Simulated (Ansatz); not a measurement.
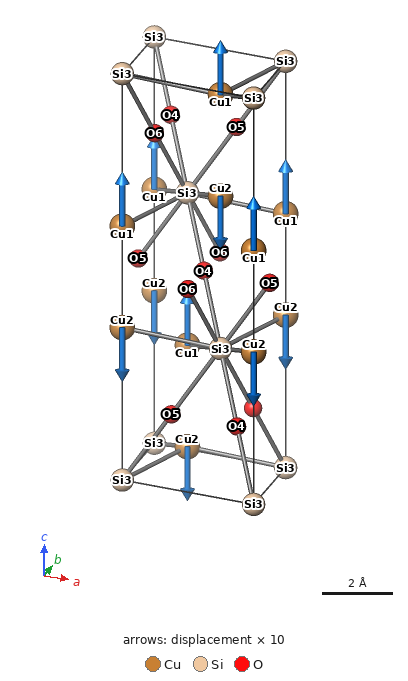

A relaxation of a crystal of Cu₂SiO₃ (built on the Li2GaCu3-166 type type). The starting structure is drawn; blue arrows show the displacements (the part carried along by the change of the cell is left out), magnified 10 times.

A ball-and-stick model of the conventional cell (3 times the calculation's cell), seen slightly off an axis. Lengths and directions refer to the drawn axes.

Level of theory: Ansatz 0.2.0, DFT, PBEsol, plane waves, PAW. Set-up: plane-wave cutoff 420 eV; k-point mesh 6 × 6 × 6; occupations fermi dirac; smearing width 0.03 eV; no spin polarisation; cell and atoms relaxed; force threshold 0.01 eV/Å; at most 120 steps.

Question: Atoms of which element are displaced furthest, and by how much?

Answer: Copper: up to 0.16 Å, against 0.00 Å for oxygen.

Question: What happened in the run?

Answer: Over 11 accepted moves (14 points after the start) the energy falls by 1677 meV per atom. Largest force component: 0.026 eV/Å at the start, 0.0015 eV/Å at the end. The pressure goes from −25.29 to −0.01 GPa. The line search rejected the trial step at point 9 of the run. At 2 points the geometry stayed and the basis and grid were re-selected for the new cell (energy shift of 1.7 meV per atom at most each time). The largest moves relative to the cell, 0.16 Å, are those of Cu1 and Cu2. Cu1 goes along +c. O and Si stay in place. Cell: a = b 5.015 → 5.166 Å (+3.0 %), c 12.056 → 7.289 Å (−39.5 %). Volume −35.8 %. Near-neighbour distances that change, for instance: Cu1–O4 2.901 → 2.017 Å, Cu1–Cu2 3.009 → 2.145 Å, Si3–O4 2.477 → 1.924 Å, Cu1–Si3 2.939 → 2.986 Å. Among the angles between lasting bonds that change: Cu1–Si3–Cu1 117.1° → 119.8°, Si3–Cu1–Si3 117.1° → 119.8°, Cu1–Si3–Cu2 62.9° → 60.2°. The space group stays R-3m (No. 166). The run took 31 s on 2 threads of Intel(R) Xeon(R) Platinum 8488C (Sapphire Rapids), on a shared host, peak memory 0.5 GiB.
